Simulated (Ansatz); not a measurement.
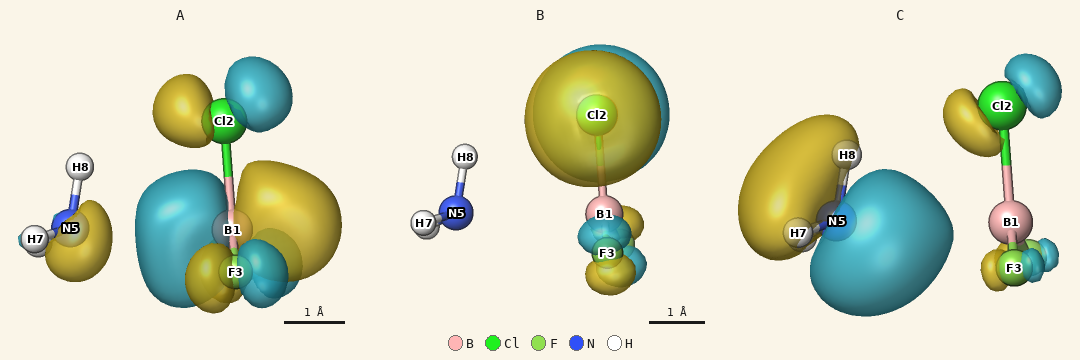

Figure 1: BClF$_{2}$···NH$_{3}$. Three frontier orbitals at ±0.1 Å⁻³ᐟ² (yellow and cyan are the two phases), in no order.

Not at a stationary point (largest force 1.1 eV/Å).

Method: RKS PBE/def2-SVP in Ansatz.

Input file:

```
crystal:
  periodic: [false, false, false]
  atoms:
    - { symbol: B, position_ang: [0.0, 0.0, 0.0] }
    - { symbol: Cl, position_ang: [0.0, 0.0, 2.21] }
    - { symbol: F, position_ang: [1.1431, 0.0, -0.66] }
    - { symbol: F, position_ang: [-1.1431, 0.0, -0.66] }
    - { symbol: "N", position_ang: [0.0773, -1.7539, 0.5833] }
    - { symbol: H, position_ang: [-0.441, -2.5119, 0.0539] }
    - { symbol: H, position_ang: [0.64, -2.0009, 1.4471] }
    - { symbol: H, position_ang: [0.0556, -1.2621, 1.6502] }
basis:
  gaussian: { orbitals: def2-SVP }
hamiltonian:
  xc: pbe
relax:
  f_tol: 0.15
  max_steps: 25
  restrain:
    - { distance: [0, 4], at: 2.75, k: 30.0 }
    - { distance: [7, 1], at: 2.57, k: 30.0 }
    - { distance: [0, 1], at: 1.86, k: 30.0 }
    - { distance: [7, 4], at: 1.06, k: 30.0 }
output:
  orbitals: {}
```

Run with:

```sh
ansatz run input.yaml --threads 2 --pin off --max-ram 3072MiB --backend cpu --events-out ev --progress --plain --runs-dir out
```

The fields are those of the run's last geometry, not of the input's.

Which picture is the HOMO−1, the HOMO and the LUMO?

B is the HOMO−1 (−7.50 eV). Its weight (Hirshfeld) is mainly on Cl2 (about 90 %); largely a lone pair of Cl2. C is the HOMO (−6.48 eV). Its weight (Hirshfeld) is mainly on N5 (about 75 %); largely a lone pair of N5. A is the LUMO (−0.23 eV). By Hirshfeld shares it lies mainly on B1 (about 50 %), Cl2 (about 15 %), F4 (about 15 %), F3 (about 10 %) and N5 (about 5 %).

What is the HOMO–LUMO gap?

6.25 eV between the orbital energies.
